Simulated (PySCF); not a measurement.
# Run report: C5H8, NMR shielding calculation

The run: NMR shielding calculation of C5H8 (1,3-Butadiene, 2-methyl-). Method and program: GIAO PBE0/pcSseg-1 NMR shielding, non-relativistic, gas phase (PySCF 2.14.0).

The geometry comes from this level: PBE0-D3(BJ)/def2-SVP. Figures and captions count atoms from 1; the log counts them from 0 in places.

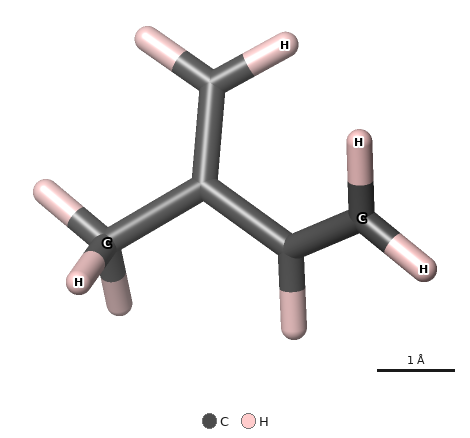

The structure as given in the input (stick view, seen at a tilt). Bond lengths as drawn: C–C 1.34 to 1.50 Å and C–H 1.09 to 1.10 Å.

Key numbers:

| quantity | value |
| --- | --- |
| outcome | converged |
| total energy | −195.032388 hartree |
| HOMO | −6.74 eV |
| LUMO | −0.67 eV |
| dipole moment | 0.41 D |
| isotropic shielding, C | 31.9 to 159.2 ppm |
| isotropic shielding, H | 25.0 to 29.5 ppm |
| hardware | 1 CPU thread, shared host |
| wall time | 9.3 s |
| peak memory | 0.61 GiB |

The input:
```
{"job": {"xc": "PBE0", "basis": "pcSseg-1", "kind": "nmr", "pop": false}, "charge": 0, "multiplicity": 1}
C      2.126438     0.212375     0.564682
C      1.051198    -0.314431    -0.031115
C     -0.350309     0.066880     0.222730
C     -0.706011     1.332063     0.494115
C     -1.354464    -1.046389     0.137333
H      2.030359     0.984343     1.334159
H      3.136103    -0.119311     0.309615
H      1.199100    -1.125989    -0.755904
H      0.029890     2.140094     0.502511
H     -1.746798     1.596159     0.700223
H     -1.335389    -1.511214    -0.862990
H     -2.375648    -0.689993     0.330271
H     -1.121543    -1.845190     0.860697
```

The first line tells a small driver script what to run in PySCF; the rest is the geometry in Å.

Launched with:
```bash
OMP_NUM_THREADS=1 python <driver script> task.json out
```

Log:
```
coarse grid: 10392 points
cycle   1  E = -194.9653071027  dE =  3.746e-01  |g| = 3.560e-01  |ddm| = 3.107e+00
cycle   2  E = -194.9678300386  dE = -2.523e-03  |g| = 3.527e-01  |ddm| = 6.497e-01
cycle   3  E = -195.0012116032  dE = -3.338e-02  |g| = 2.164e-02  |ddm| = 3.281e-01
cycle   4  E = -195.0011776128  dE =  3.399e-05  |g| = 2.477e-02  |ddm| = 4.198e-02
cycle   5  E = -195.0013426575  dE = -1.650e-04  |g| = 3.306e-03  |ddm| = 2.231e-02
cycle   6  E = -195.0013447964  dE = -2.139e-06  |g| = 1.391e-03  |ddm| = 4.173e-03
final grid: 99016 points
cycle   7  E = -195.0323724338  dE = -2.194e-05  |g| = 7.410e-03  |ddm| = 2.458e-02
cycle   8  E = -195.0323645324  dE =  7.901e-06  |g| = 9.193e-03  |ddm| = 1.560e-02
cycle   9  E = -195.0323867698  dE = -2.224e-05  |g| = 2.013e-03  |ddm| = 9.339e-03
cycle  10  E = -195.0323877880  dE = -1.018e-06  |g| = 1.210e-04  |ddm| = 1.548e-03
cycle  11  E = -195.0323877904  dE = -2.425e-09  |g| = 7.170e-05  |ddm| = 1.889e-04
cycle  12  E = -195.0323877918  dE = -1.340e-09  |g| = 1.977e-05  |ddm| = 8.159e-05
cycle  13  E = -195.0323877918  dE = -8.873e-11  |g| = 7.476e-06  |ddm| = 2.030e-05
```

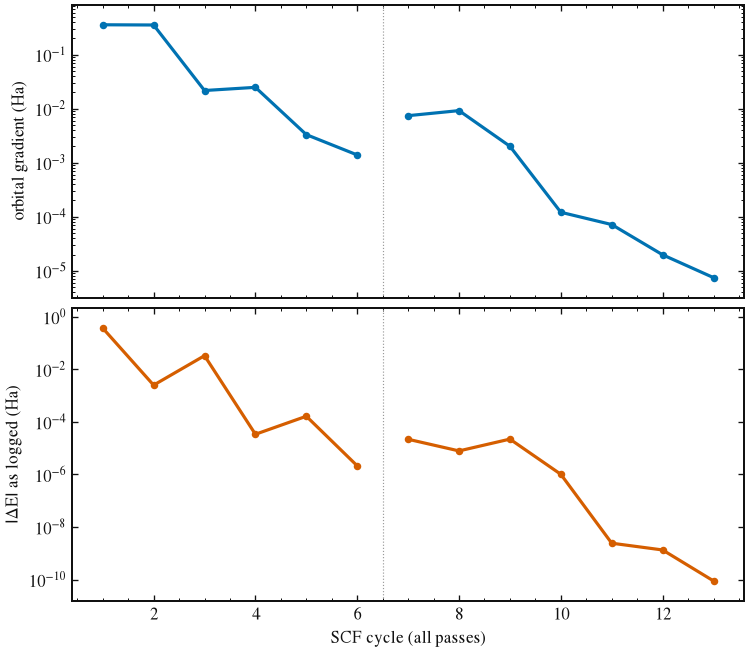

Convergence of the self-consistent field: orbital gradient and size of the energy change against the SCF cycle. The dotted line marks the change from a coarse to the final integration grid. The first 6 cycles use a coarse grid, the final grid takes over at cycle 7, and the field converges after 13 cycles in all.

```
converged SCF energy = -195.0323877918

GIAO shielding tensors (ppm)
atom      isotropic    diamagn.    paramagn.     s11        s22        s33       span
  0 C       62.640     255.215    -192.575    -46.203     71.364    162.760    208.963
  1 C       36.550     255.224    -218.674    -83.696     47.746    145.601    229.297
  2 C       31.950     259.851    -227.901    -89.852     30.356    155.345    245.197
  3 C       66.215     254.061    -187.846    -33.418     81.673    150.390    183.808
  4 C      159.247     246.529     -87.281    142.538    150.743    184.461     41.923
  5 H       25.497      31.638      -6.142     22.529     24.812     29.149      6.621
  6 H       26.009      29.045      -3.036     23.686     24.979     29.362      5.676
  7 H       25.029      31.843      -6.814     22.610     23.861     28.616      6.006
  8 H       25.806      31.988      -6.182     22.973     24.776     29.670      6.697
  9 H       26.184      30.954      -4.770     23.798     24.968     29.787      5.989
 10 H       29.404      29.262       0.142     25.983     27.590     34.639      8.656
 11 H       29.476      29.678      -0.202     25.749     28.455     34.225      8.476
 12 H       29.434      28.799       0.635     26.113     27.684     34.504      8.391
```

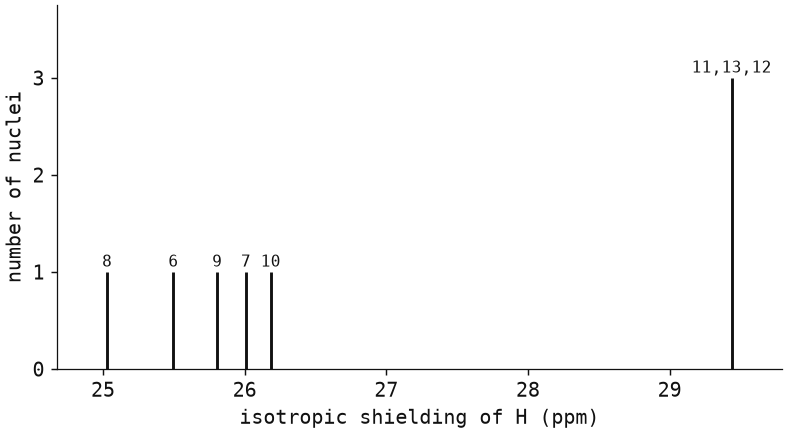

Isotropic shieldings of the hydrogen nuclei in this fixed geometry, labelled by atom number; shielding grows to the right, so chemical shift grows to the left. The least shielded is H8 (25.0 ppm), the most shielded H12 (29.5 ppm).
